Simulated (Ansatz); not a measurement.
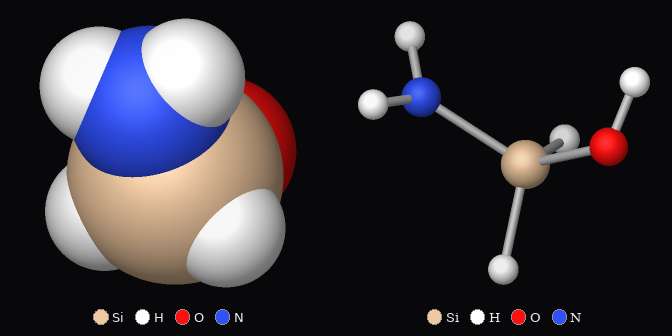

Both panels show the same species.

The computed structure is the end point of a PBE0-D4/def2-TZVP optimisation.

Identify the structure.

The molecule is H₅NOSi. The point group is C1. Coordination: 1 Si tetrahedral; 1 O bent; 1 N trigonal planar.

The parts below concern this one geometry. Atoms keep their numbers from picture to picture.

### Dipole moment

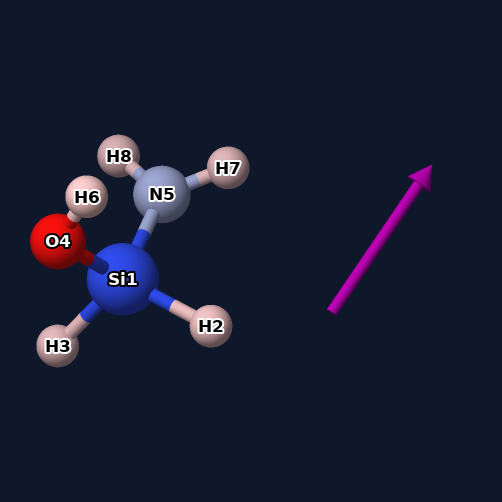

The arrow beside the molecule shows the direction of the dipole moment, from the negative to the positive end (its length means nothing). Level of theory: RKS PBE0-D4/def2-TZVP (Ansatz 0.2.0).

Estimate the dipole moment.

Answer. 2.40 D; it points from the side of H3 to the side of H7 (the outermost atoms at the two ends).

### Vibrations

Harmonic vibrations computed with RKS PBE0-D4/def2-TZVP (Ansatz 0.2.0) at a stationary point of the same level.

List the wavenumbers.

Answer. 18 modes: 116, 265, 295, 355, 553, 747, 821, 871, 892, 921, 946, 957, 1580, 2216, 2260, 3627, 3726, 3921 cm⁻¹.

### Thermal motion

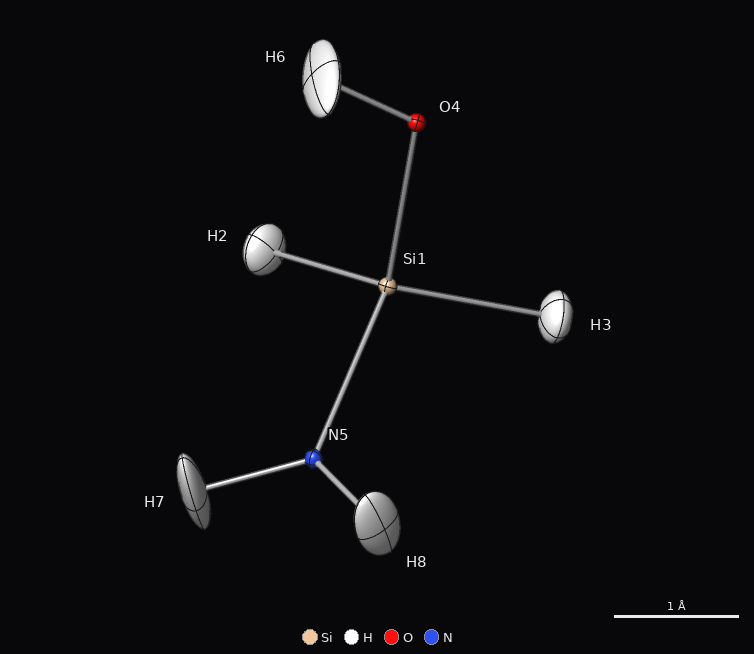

Displacement ellipsoids at the 50 % level, from the internal vibrations of the free molecule (harmonic, no overall translation or rotation; no half-axis is drawn under 0.075 Å). Vibrations computed with RKS PBE0-D4/def2-TZVP (Ansatz 0.2.0). Temperature: 0 K (zero-point motion alone).

List U_eq and the three principal root-mean-square amplitudes for each kind of atom.

| atom | U_eq (Å²) | rms amplitudes (Å) |
| --- | --- | --- |
| Si1 | 0.00044 | 0.016, 0.018, 0.028 |
| H2 | 0.0156 | 0.087, 0.139, 0.141 |
| H3 | 0.0160 | 0.086, 0.133, 0.151 |
| O4 | 0.00084 | 0.017, 0.027, 0.039 |
| N5 | 0.0014 | 0.018, 0.029, 0.055 |
| H6 | 0.0331 | 0.066, 0.143, 0.273 |
| H7 | 0.0370 | 0.069, 0.128, 0.300 |
| H8 | 0.0245 | 0.068, 0.131, 0.228 |
